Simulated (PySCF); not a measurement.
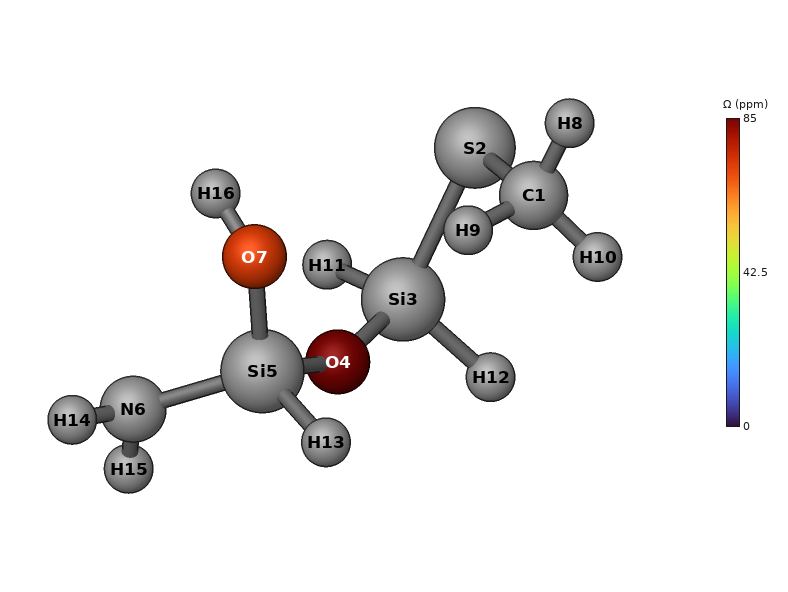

The O atoms are coloured by the span of their shielding tensor. The geometry was computed by an optimisation with GFN2-xTB. No frequency run is at hand to confirm it as a minimum. Method: GIAO PBE0/pcSseg-1 NMR shielding, non-relativistic, gas phase (PySCF 2.14.0). Principal shieldings σ11 ≤ σ22 ≤ σ33, span Ω = σ33 − σ11, skew κ = 3(σiso − σ22)/Ω.

Which O atom has the most anisotropic shielding?

O4, with a span of 85 ppm.

Give the shielding tensors of the O atoms.

| atom | σ11 | σ22 | σ33 | σiso | Ω | κ |
| --- | --- | --- | --- | --- | --- | --- |
| O4 | 213.1 | 261.4 | 298.0 | 257.5 | 84.8 | −0.14 |
| O7 | 240.6 | 268.3 | 312.9 | 274.0 | 72.3 | 0.23 |

Shieldings and span in ppm.

The geometry is semi-empirical. Around Si such bond lengths and angles can be off by a tenth of an ångström or more and by several degrees, and values that hang on the shape move with them.
